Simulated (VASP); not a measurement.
```yaml
crystal:
  lattice:
    - [0.00000, 2.03935, 2.03935]
    - [2.03935, 0.00000, 2.03935]
    - [2.03935, 2.03935, 0.00000]
  atoms:
    - { symbol: Ag, position: [0.00000, 0.00000, 0.00000] }
```

The numbers are results of PBE GGA with D4 dispersion, VASP's PBE PAW potentials (set 64) (plane waves; VASP 6.6.1), not measurements. Settings: 520 eV cut-off, 17×17×17 Γ-centred mesh, tetrahedra with Blöchl corrections, potentials Ag.

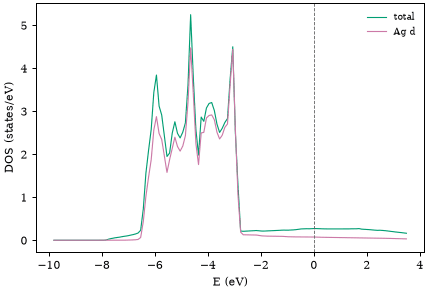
Total and projected density of states, zero at the Fermi level

Within 2 eV below the Fermi level the largest weight inside VASP's projection spheres is Ag d, then Ag p.

It has no gap at this level: it comes out as a metal or semimetal.

The compound is Ag in the fcc structure. It was relaxed first.
